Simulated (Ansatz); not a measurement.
# How amorphous polyethylene with carbon dioxide (capped chains of 6 units) changes with temperature

How do cells made at different temperatures differ in energy, pressure, forces, levels, charges and cost?

Computed with Ansatz 0.2.0: Kohn-Sham DFT, PBE+D4, PAW (set soft_2). Every run is a single point, with the atoms held where the recipe put them (cutoff of the plane-wave runs 420 eV, fixed occupations).

First member: 2 polyethylene chains of 6 units with methyl end groups, 6 carbon dioxide placed at random, at 0.903 g/cm³; overlaps pushed apart, then 20 ps at 800 K with MMFF94 bonds, angles, torsions, charges and radii (Halgren, J. Comput. Chem. 17, 490 (1996)) in harmonic and 12-6 forms. Snapshot after 30 ps at 360 K and fixed volume.

Last member: 2 polyethylene chains of 6 units with methyl end groups, 6 carbon dioxide placed at random, at 0.777 g/cm³; overlaps pushed apart, then 20 ps at 800 K with MMFF94 bonds, angles, torsions, charges and radii (Halgren, J. Comput. Chem. 17, 490 (1996)) in harmonic and 12-6 forms. Snapshot after 30 ps at 540 K and fixed volume.

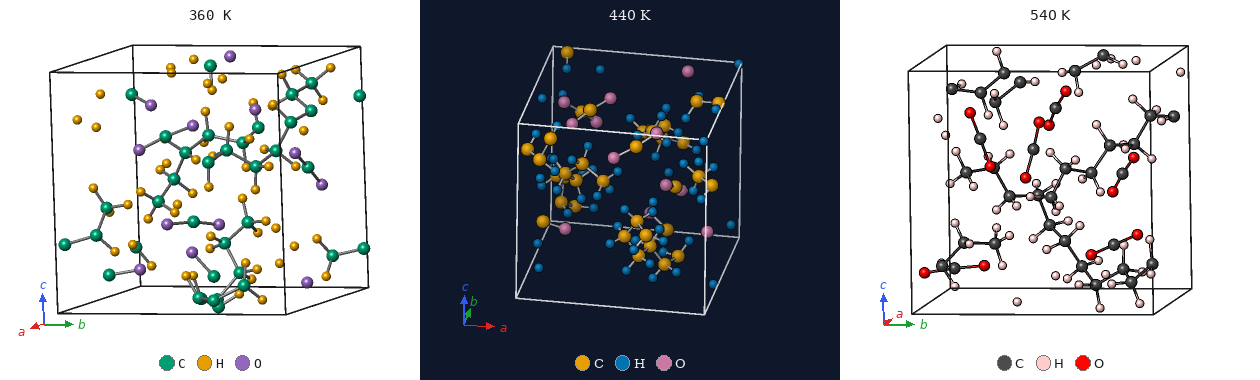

Three members of the series, labelled by temperature. Bonds to atoms that aren't drawn are left out. Some periodic images of atoms are drawn too.

The members:

```tsv
temperature (K)	reduced formula	atoms	valence electrons	k-mesh	basis	density (g/cm³)
360	H30C17O6	106	268	1×1×1	plane waves	0.903
400	H30C17O6	106	268	1×1×1	plane waves	0.875
440	H30C17O6	106	268	1×1×1	plane waves	0.847
480	H30C17O6	106	268	1×1×1	plane waves	0.819
540	H30C17O6	106	268	1×1×1	plane waves	0.777
```

Each cell is one sample from a classical run, so sample-to-sample scatter enters every column; pressures lack the kinetic term, and hold the strain of bonds inside molecules, whose lengths the classical model set.

The input of the first member, without its atom lines; other members have their own cell and atoms, and may differ in mesh, basis and outputs:

```yaml
crystal:
  lattice:
    - [10.67136, 0.0, 0.0]
    - [0.0, 10.67136, 0.0]
    - [0.0, 0.0, 10.67136]
  atoms:
    [... 106 lines ...]
kpoints:
  mp_grid: { grid: [1, 1, 1] }
hamiltonian:
  xc: pbe
  dispersion: d4
scf:
  occupations: { method: fixed }
output:
  forces: true
  stress: true
  populations: true
  dos:
    method: { smearing: { sigma: 0.15 } }
    de: 0.1
    projected: { site_lists: { C: [C], H: [H], O: [O] } }
  eigenvalues: true
  write_density: true
  write_potential: true
  volumetric_format: npy
```

Predict the trends along the series.

Results; charges are mean Löwdin charges in e:

```tsv
temperature (K)	energy less the first member's (meV/atom)	pressure (GPa)	r.m.s. force (eV/Å)	gap (eV)	q(C)	q(H)	q(O)
360	0.0	-4.09	2.31	2.27	-0.14	+0.17	-0.24
400	6.4	-5.65	2.30	1.73	-0.13	+0.17	-0.24
440	7.3	-6.10	2.32	2.09	-0.13	+0.17	-0.24
480	15.4	-4.33	2.32	1.79	-0.14	+0.17	-0.24
540	16.6	-6.08	2.34	1.95	-0.14	+0.17	-0.24
```

The gap is that between the highest filled and lowest empty Kohn-Sham level on the run's k-points, and semilocal functionals tend to put gaps under measured ones. The projection misses up to 0.028 e an atom, so the charges add up to more than the cell's charge. Löwdin charges hang on the projection basis and can even invert the polarity of covalent bonds.

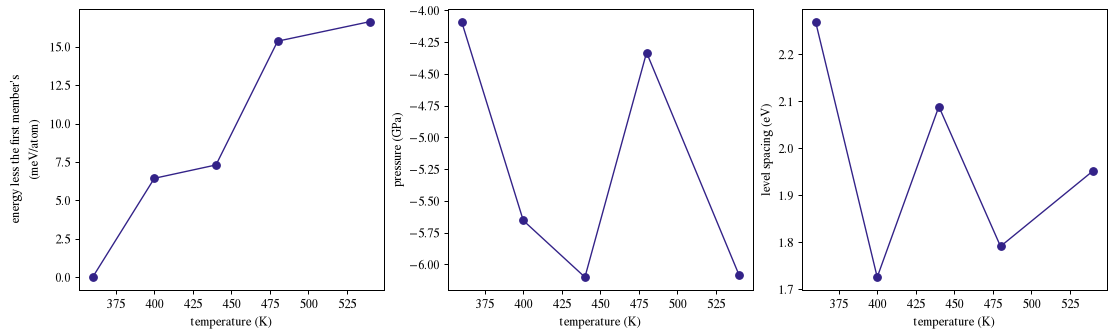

Results against temperature.

Cost on 8 threads of Arm Neoverse V2, shared host:

```tsv
temperature (K)	atoms	basis	k-mesh	SCF cycles	time	host memory (GiB)
360	106	plane waves	1×1×1	14	8.5 s	1.2
400	106	plane waves	1×1×1	14	8.5 s	1.3
440	106	plane waves	1×1×1	14	8.8 s	1.3
480	106	plane waves	1×1×1	15	9.9 s	1.3
540	106	plane waves	1×1×1	15	10 s	1.3
```

Times include the outputs that each run asked for, on hosts shared with other jobs.

What the series shows: The energy against the first member goes steadily from 0.0 meV/atom at 360 to 16.6 meV/atom at 540 K; each member is a single configuration. The gap is lowest at 400 K (1.73 eV) and highest at 360 K (2.27 eV), with no steady trend; in single samples it varies with the configuration. The density spans 0.777 to 0.903 g/cm³, so the columns mix its effect with that of the temperature. The pressure lies between -6.1 and -4.1 GPa, with no steady trend; the recipes set unlike densities, and the bond lengths of the classical model enter the pressure too.

Caveats: The network of contacts between molecules at the start is that of the classical potential that made the cell, and needn't be the one that DFT or experiment would give. The cells aren't relaxed by DFT, which could reorder their energies.

[Logs are printed without paths, hosts, clocks, repeated set-up lines and the standing remarks that a program may print on its own settings, such as how far it seeks lower states.]

[Hosts, paths, dates, database ids (printed as entryN), source tags and the programs' standing remarks are cut or masked in the printed files.]

[The MMFF94 radii named for the starting cell were scaled by 0.96; in molecules described by MMFF94, hydrogen bound to N, O or S took a small fixed 12-6 site in their place.]
